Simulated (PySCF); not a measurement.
Cd(tBu)(NH2), SMILES C[C](C)(C)[Cd][NH2] at its GFN2-xTB optimised geometry (Å):

```
17

Cd     0.3971    -1.4557     0.0000
C     -0.8959     0.3427     0.0000
C     -0.5583     1.0867    -1.2918
C     -2.4037     0.1191     0.0950
C     -0.4129     1.1607     1.1978
H     -1.0272     2.0766    -1.2996
H     -0.9200     0.5401    -2.1672
H      0.5236     1.2263    -1.3849
H     -2.7736    -0.4569    -0.7532
H     -2.6702    -0.4044     1.0135
H     -2.9248     1.0826     0.0969
H     -0.6656     0.6658     2.1405
H      0.6720     1.3040     1.1539
H     -0.8827     2.1500     1.2044
N      2.5185    -1.4557     0.0000
H      2.9248    -2.1500    -0.6288
H      2.8736    -1.7199     0.9219
```

Calculation: PySCF 2.14.0 with B3LYP/def2-SVP, def2 effective core potentials past Kr. The core electrons that the potentials of Cd replace are not part of the density. Cells within 0.4 Å of a nucleus heavier than hydrogen are left out (blank, or x).

Map of the Laplacian of the electron density (e/bohr⁵) on the plane z = 1.5 Å:

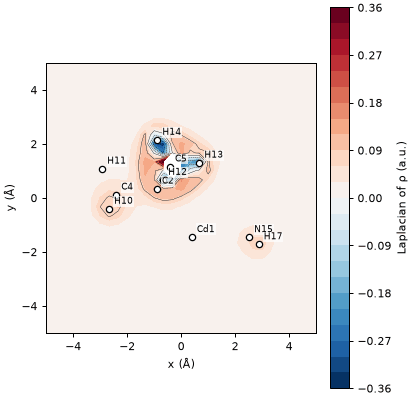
Figure: Laplacian of the electron density (e/bohr⁵) on the plane z = 1.5 Å.
